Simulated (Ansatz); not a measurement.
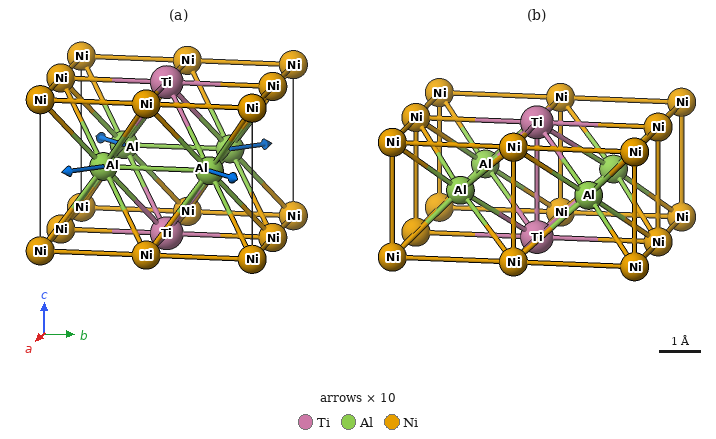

The structure of solid TiAl₄Ni₃ (a generated structure, set up in P4/mmm) (coarse preliminary run) before (left) and after (right) a relaxation, at one scale. The blue arrows give the displacements (the part carried along by the change of the cell is left out), 10 times their true length.

A ball-and-stick model of the cell of the calculation, seen slightly off an axis.

The calculation used DFT PBE, scalar-relativistic, plane waves, PAW (Ansatz 0.2.0). Settings: plane-wave cutoff 420 eV; k-point mesh 4 × 4 × 4; occupations gaussian; smearing width 0.1 eV; collinear spin; cell and atoms relaxed; force threshold 0.04 eV/Å; at most 70 steps.

**Summarise the run.**

Over 10 accepted moves (13 points after the start) the energy falls by 0.629 eV per cell of the calculation. Largest force component: 0.56 eV/Å at the start, 0.021 eV/Å at the end. The pressure goes from 0.26 to 0.06 GPa. The line search rejected the trial step at point 10 of the run. The SCF was repeated twice at an unchanged geometry on a basis and grid sized afresh for the cell, which shifted the energy by 18.1 meV per cell of the calculation at most. The largest moves relative to the cell, 0.13 Å, are those of Al atoms. Ni and Ti stay in place. The volume changes by −0.9 %, with a = b 5.307 → 6.065 Å (+14.3 %), c 3.796 → 2.880 Å (−24.1 %). Near-neighbour distances that change, for instance: Ni–Ni 3.796 → 2.880 Å, Al–Al 3.796 → 2.880 Å, Ti–Ti 3.796 → 2.880 Å, Al–Al 2.653 → 3.211 Å. The space group stays P4/mmm (No. 123). The program noted that the starting moments weren't kept. The run took 5.7 min on 1 thread of Intel(R) Xeon(R) Processor @ 2.70GHz, on a shared host, peak memory 0.54 GiB.

Limits of the set-up: the k-point mesh is coarse for a cell with partly filled bands.
